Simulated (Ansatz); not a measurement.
# One shape, several levels: CH6BN (SMILES CBN)

Aim: a comparison of 5 runs (HF/3-21G, PBE/cc-pVDZ, SVWN5/cc-pVDZ, wB97X/cc-pVDZ, CCSD/cc-pVDZ) of CH6BN. 

Program for the calculation: Ansatz 0.2.0.

76 further runs of the same task are left out: 76 set aside as unsound or not needed.

## 1. The structure to begin with

The species is CH6BN (9 atoms), meant as a singlet with charge 0. SMILES: `CBN`. The C1–H5 distance was set to 2.410 Å, away from the relaxed value. At this shape a bond of the SMILES string is far longer than usual.

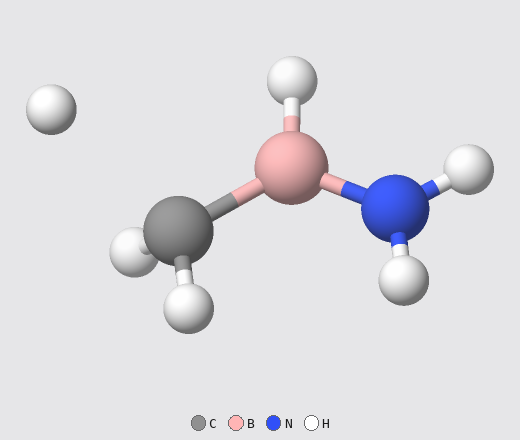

Viewed from a chosen angle; carbon grey, boron pink, nitrogen blue, hydrogen white.

## 2. The energy at HF/3-21G (run 1)

Input file input.yaml:

```yaml
crystal:
  periodic: [false, false, false]
  atoms:
    - {symbol: C, position_ang: [-1.194147, -0.363715, -0.153494]}
    - {symbol: B, position_ang: [-0.069447, -1.404315, 0.180606]}
    - {symbol: "N", position_ang: [0.063953, -1.964215, 1.447506]}
    - {symbol: H, position_ang: [-1.820747, -0.730615, -0.973794]}
    - {symbol: H, position_ang: [-0.224600, 1.692200, -0.954300]}
    - {symbol: H, position_ang: [-1.848747, -0.122515, 0.689106]}
    - {symbol: H, position_ang: [0.719953, -1.754215, -0.655994]}
    - {symbol: H, position_ang: [0.777353, -2.632415, 1.681706]}
    - {symbol: H, position_ang: [-0.545647, -1.737815, 2.216006]}
basis:
  gaussian: {orbitals: 3-21G.json}
accuracy: high
output: {orbitals: {seedname: orbitals}}
hamiltonian: {xc: hf}
```

The basis set 3-21G is read from a file made from the Basis Set Exchange's data (not shown).

Launch:

```sh
$ ansatz run input.yaml --threads 1 --pin off --max-ram 3480MiB --events-out events.jsonl --progress --plain --runs-dir runs
```

What it wrote:

```text
Warning: RAYON_NUM_THREADS=1 ignored (pool sized by the plan → 1); use --threads N
Functional definition: HF
  name "HF"
  exchange = exact_x
  correlation = 0
948 factors; integrals over basis functions are off by at most 7.7e-9 eV
mean field evaluation 1: about -3253.5983 eV, gradient 2.9e1 eV
mean field evaluation 2: about -3253.5931 eV, gradient 2.9e1 eV
mean field evaluation 4: about -3256.4359 eV, gradient 2.7e0 eV
mean field evaluation 8: about -3256.4804 eV, gradient 3.7e-4 eV
mean field -3256.48042236 eV, -119.6734481999 hartree, gradient 1.3e-8 eV, S^2 0.000000; 0 other end points of the search recorded, 0 dependent functions left out
reference -3256.48042236 eV, -119.6734481999 hartree; 12, 12 occupied and 27, 27 virtual orbitals, 948 factors
Total energy: -3256.48042236 eV, -119.6734481999 hartree
```

Run time: 0.26 s. Hardware: 1 thread of Arm Neoverse V2, shared host.

## 3. A single-point energy at PBE/cc-pVDZ (run 2)

input.yaml, as its differences from that of step 2:

```diff
@@ -5,3 +5,3 @@
     - {symbol: B, position_ang: [-0.069447, -1.404315, 0.180606]}
-    - {symbol: "N", position_ang: [0.063953, -1.964215, 1.447506]}
+    - {symbol: N, position_ang: [0.063953, -1.964215, 1.447506]}
     - {symbol: H, position_ang: [-1.820747, -0.730615, -0.973794]}
@@ -13,5 +13,5 @@
 basis:
-  gaussian: {orbitals: 3-21G.json}
+  gaussian: {orbitals: cc-pVDZ}
+hamiltonian: {xc: {name: PBE}}
 accuracy: high
 output: {orbitals: {seedname: orbitals}}
-hamiltonian: {xc: hf}
```

Launch:

```sh
$ ansatz run input.yaml --threads 1 --pin off --max-ram 3480MiB --events-out events.jsonl --progress --plain --runs-dir runs
```

What it wrote:

```text
Warning: RAYON_NUM_THREADS=1 ignored (pool sized by the plan → 1); use --threads N
Functional definition: PBE
  name "PBE"
  parameter kappa = 0.804
  parameter beta = 0.06672455060314922
  exchange = pbe_x(kappa = kappa, mu = beta*pi^2/3)
  correlation = pbe_c(beta = beta)
1706 factors; integrals over basis functions are off by at most 3.2e-9 eV
mean field evaluation 1: about -3273.9014 eV, gradient 7.9e1 eV
mean field evaluation 2: about -3233.6937 eV, gradient 1.3e2 eV
mean field evaluation 4: about -3285.8925 eV, gradient 4.1e1 eV
mean field evaluation 8: about -3293.4054 eV, gradient 5.7e-1 eV
mean field evaluation 16: about -3293.4042 eV, gradient 1.2e-4 eV
mean field -3293.40415543 eV, -121.0303703626 hartree, gradient 2.0e-8 eV, S^2 0.000000; 0 other end points of the search recorded, 0 dependent functions left out
reference -3293.40415872 eV, -121.0303704835 hartree; 12, 12 occupied and 60, 60 virtual orbitals, 1706 factors
Total energy: -3293.40415872 eV, -121.0303704835 hartree
```

Run time: 3.6 s. Hardware: 1 thread of Arm Neoverse V2, shared host; peak memory 0.19 GiB.

Run 3 isn't shown in full; the table further down has it.

## 4. The energy at wB97X/cc-pVDZ (run 4)

Input file run.yaml:

```yaml
basis:
  gaussian: {orbitals: cc-pVDZ}
crystal:
  periodic: [false, false, false]
  atoms:
    - symbol: C
      position_ang: [-1.194147, -0.363715, -0.153494]
    - symbol: B
      position_ang: [-0.069447, -1.404315, 0.180606]
    - symbol: "N"
      position_ang: [0.063953, -1.964215, 1.447506]
    - symbol: H
      position_ang: [-1.820747, -0.730615, -0.973794]
    - symbol: H
      position_ang: [-0.224600, 1.692200, -0.954300]
    - symbol: H
      position_ang: [-1.848747, -0.122515, 0.689106]
    - symbol: H
      position_ang: [0.719953, -1.754215, -0.655994]
    - symbol: H
      position_ang: [0.777353, -2.632415, 1.681706]
    - symbol: H
      position_ang: [-0.545647, -1.737815, 2.216006]
hamiltonian: {xc: {name: wB97X}}
accuracy: high
output: {orbitals: {seedname: orbitals}}
```

Launch:

```sh
$ ansatz run run.yaml --threads 1 --pin off --max-ram 3480MiB --events-out events.jsonl --progress --plain --runs-dir runs
```

What it wrote:

```text
Warning: RAYON_NUM_THREADS=1 ignored (pool sized by the plan → 1); use --threads N
Functional definition: wB97X
  name "wB97X"
  parameter omega = 0.3/bohr
  parameter cx = 0.157706
  parameter cx1 = 0.726479
  parameter cx2 = 1.04760
  parameter cx3 = -5.70635
  parameter cx4 = 13.2794
  parameter css1 = -4.33879
  parameter css2 = 18.2308
  parameter css3 = -31.7430
  parameter css4 = 17.2901
  parameter cos1 = 2.37031
  parameter cos2 = -11.3995
  parameter cos3 = 6.58405
  parameter cos4 = -3.78132
  exchange = spin_sum(e_x_unif_sr(omega)*poly(b97_u_x, 1 - cx, cx1, cx2, cx3, cx4)) + cx*exact_x_sr(omega)
      + exact_x_lr(omega)
  correlation = spin_sum(e_c_pw_same_spin*poly(b97_u_same, 1, css1, css2, css3, css4))
      + integral(e_c_pw_opposite_spin*poly(b97_u_opposite, 1, cos1, cos2, cos3, cos4))
1706 factors; integrals over basis functions are off by at most 3.2e-9 eV
344 factors; integrals over basis functions are off by at most 1.8e-9 eV
mean field evaluation 1: about -3289.5953 eV, gradient 4.9e1 eV
mean field evaluation 2: about -3289.0747 eV, gradient 5.2e1 eV
mean field evaluation 4: about -3296.6697 eV, gradient 1.6e0 eV
mean field evaluation 8: about -3296.6757 eV, gradient 2.8e-2 eV
mean field evaluation 16: about -3296.6757 eV, gradient 1.4e-5 eV
mean field -3296.67574326 eV, -121.1505989977 hartree, gradient 4.7e-8 eV, S^2 0.000000; 0 other end points of the search recorded, 0 dependent functions left out
reference -3296.67574023 eV, -121.1505988863 hartree; 12, 12 occupied and 60, 60 virtual orbitals, 1706 factors
Total energy: -3296.67574023 eV, -121.1505988863 hartree
```

Run time: 13 s. Hardware: 1 thread of Arm Neoverse V2, shared host; peak memory 0.35 GiB.

## 5. The energy at CCSD/cc-pVDZ (run 5)

Input file run.yaml:

```yaml
basis:
  gaussian:
    orbitals: cc-pVDZ
crystal:
  periodic: [false, false, false]
  atoms:
    - {symbol: C, position_ang: [-1.194147, -0.363715, -0.153494]}
    - {symbol: B, position_ang: [-0.069447, -1.404315, 0.180606]}
    - {symbol: N, position_ang: [0.063953, -1.964215, 1.447506]}
    - {symbol: H, position_ang: [-1.820747, -0.730615, -0.973794]}
    - {symbol: H, position_ang: [-0.224600, 1.692200, -0.954300]}
    - {symbol: H, position_ang: [-1.848747, -0.122515, 0.689106]}
    - {symbol: H, position_ang: [0.719953, -1.754215, -0.655994]}
    - {symbol: H, position_ang: [0.777353, -2.632415, 1.681706]}
    - {symbol: H, position_ang: [-0.545647, -1.737815, 2.216006]}
correlation:
  method: ccsd
  frozen_orbitals: {B: 1, C: 1, H: 0, "N": 1}
accuracy: high
scf:
  omitted_lower_state_checks: [cluster_reference, increment]
```

Launch:

```sh
$ ansatz run run.yaml --threads 1 --pin off --max-ram 3480MiB --events-out events.jsonl --progress --plain --runs-dir runs
```

What it wrote:

```text
Warning: RAYON_NUM_THREADS=1 ignored (pool sized by the plan → 1); use --threads N
[... 4 set-up lines as earlier in the session ...]
these checks for a lower state are left out or cut short: cluster_reference, increment
1706 factors; integrals over basis functions are off by at most 3.2e-9 eV
mean field evaluation 1: about -3270.5311 eV, gradient 3.5e1 eV
mean field evaluation 2: about -3270.5311 eV, gradient 3.5e1 eV
mean field evaluation 4: about -3274.8894 eV, gradient 3.4e0 eV
mean field evaluation 8: about -3274.9753 eV, gradient 1.2e-1 eV
mean field -3274.97531911 eV, -120.3531231194 hartree, gradient 5.3e-8 eV, S^2 0.000000; 0 other end points of the search recorded, 0 dependent functions left out; unrestricted orbitals would lower it
3 core orbitals not correlated: weight in the atoms' cores, before any rotation towards them, 1.000 or more for the frozen orbitals, at most 0.000 for the correlated occupied ones
reference -3274.97531911 eV, -120.3531231194 hartree; 9, 9 occupied and 60, 60 virtual orbitals, 1706 factors
second order -11.55528661 eV of doubles, -0.00000000 eV of singles
cycle   1  -12.28369871 eV  change    -1.1e0 eV  update   1.4e-1
cycle   2  -12.96881267 eV  change   -6.9e-1 eV  update   7.0e-2
cycle   3  -13.26952163 eV  change   -3.0e-1 eV  update   4.1e-2
cycle   4  -13.21973112 eV  change    5.0e-2 eV  update   9.4e-3
cycle   5  -13.22799784 eV  change   -8.3e-3 eV  update   3.5e-3
cycle   6  -13.22906206 eV  change   -1.1e-3 eV  update   1.1e-3
cycle   7  -13.22795692 eV  change    1.1e-3 eV  update   4.0e-4
cycle   8  -13.22821813 eV  change   -2.6e-4 eV  update   1.9e-4
cycle   9  -13.22843049 eV  change   -2.1e-4 eV  update   7.6e-5
cycle  10  -13.22836649 eV  change    6.4e-5 eV  update   4.1e-5
cycle  11  -13.22839460 eV  change   -2.8e-5 eV  update   1.6e-5
cycle  12  -13.22839300 eV  change    1.6e-6 eV  update   7.1e-6
cycle  13  -13.22839946 eV  change   -6.5e-6 eV  update   3.4e-6
cycle  14  -13.22839804 eV  change    1.4e-6 eV  update   1.1e-6
cycle  15  -13.22839666 eV  change    1.4e-6 eV  update   5.7e-7
cycle  16  -13.22839728 eV  change   -6.2e-7 eV  update   2.8e-7
cycle  17  -13.22839720 eV  change    8.1e-8 eV  update   1.5e-7
cycle  18  -13.22839725 eV  change   -5.6e-8 eV  update   6.4e-8
cycle  19  -13.22839722 eV  change    3.5e-8 eV  update   3.9e-8
cycle  20  -13.22839891 eV  change   -1.7e-6 eV  update   5.8e-7
cycle  21  -13.22839976 eV  change   -8.5e-7 eV  update   2.7e-7
cycle  22  -13.22840046 eV  change   -6.9e-7 eV  update   1.2e-7
cycle  23  -13.22840062 eV  change   -1.6e-7 eV  update   4.4e-8
cycle  24  -13.22840063 eV  change   -8.5e-9 eV  update   1.8e-8
cycle  25  -13.22840063 eV  change   3.0e-10 eV  update   6.5e-9
cycle  26  -13.22840063 eV  change   -1.5e-9 eV  update   2.4e-9
cycle  27  -13.22840063 eV  change   6.9e-10 eV  update  9.7e-10
WARN: these amplitudes may be one of several solutions (largest doubles amplitude 0.38, level shift 0.99 eV)
Total energy: -3288.20371974 eV, -120.8392578760 hartree
Checks for a lower state left out: cluster_reference, increment
```

Wall time 7.2 s (1 thread of Arm Neoverse V2, shared host); peak memory 0.38 GiB.

## 6. Overview of the runs

```csv
run,level,frozen core orbitals,energy (Eh),HOMO energy (eV),LUMO energy (eV),HOMO–LUMO gap (eV),wall time
1,HF/3-21G,–,-119.673448,-8.46,0.84,9.30,0.26 s
2,PBE/cc-pVDZ,–,-121.030370,-6.00,-3.76,2.24,3.6 s
3,SVWN5/cc-pVDZ,–,-120.055067,-6.08,-3.81,2.27,2.3 s
4,wB97X/cc-pVDZ,–,-121.150599,-9.04,-0.96,8.08,13 s
5,CCSD/cc-pVDZ,3,-120.839258,–,–,–,7.2 s
```

## 7. Results

| quantity | value |
| --- | --- |
| run 5: total energy | -120.83926 Eh |
| run 5: correlation energy (3 core orbitals frozen) | -486.1 mEh |
| run 5: T1 diagnostic | 0.032 |

Over runs 1, 2, 3, 4 the HOMO–LUMO gap runs from 2.24 eV (PBE/cc-pVDZ) to 9.30 eV (HF/3-21G). The two ends differ in method and basis. Totals of different functionals can't be ranked against each other. In run 5 the T1 diagnostic is large, so a single reference may not serve. In run 5 the log says that unrestricted orbitals would lower the reference, so the values rest on an unstable closed-shell determinant (other closed-shell runs at this shape may share the fault). All runs together took 26 s, the longest 13 s.
